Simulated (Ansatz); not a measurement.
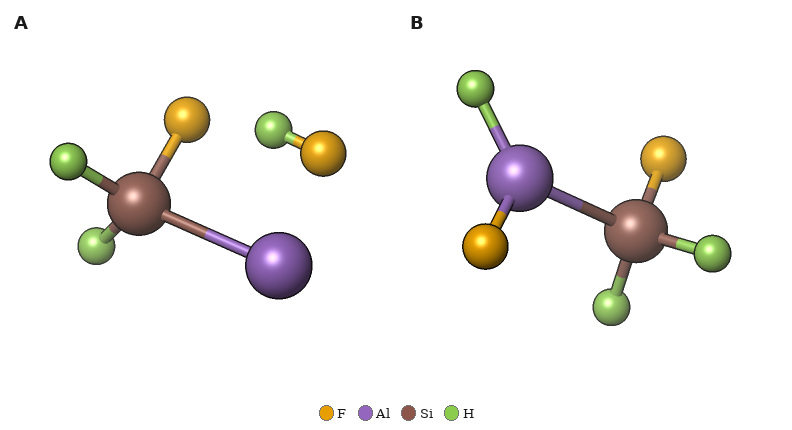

2 stationary structures of one formula. Geometries: PBE0-D4/def2-TZVP. Electronic energies: PBE0-D4/def2-TZVPP (Ansatz 0.2.0), without zero-point energy. No frequency run is at hand to confirm each as a minimum. Each is one conformer, not always the lowest.

**Rank them by energy, lowest first.**

B is lowest (Cs); A lies 2.443 eV above it (Cs).

Give E(B) − E(A) in eV at these levels too: ωB97M-V/def2-TZVPP; RHF-CCSD(T) (frozen core)/def2-TZVPP; PBE0-D4/def2-TZVP; PBE0-D4/def2-TZVPP; B3LYP-D4/def2-TZVPP; PBE-D4/def2-TZVPP; r2SCAN-D4/def2-TZVPP.

```
                               level  E(B) − E(A) (eV)
                  ωB97M-V/def2-TZVPP            −2.418
RHF-CCSD(T) (frozen core)/def2-TZVPP            −2.555
                   PBE0-D4/def2-TZVP            −2.491
                  PBE0-D4/def2-TZVPP            −2.443
                 B3LYP-D4/def2-TZVPP            −2.470
                   PBE-D4/def2-TZVPP            −2.264
                r2SCAN-D4/def2-TZVPP            −2.673
```
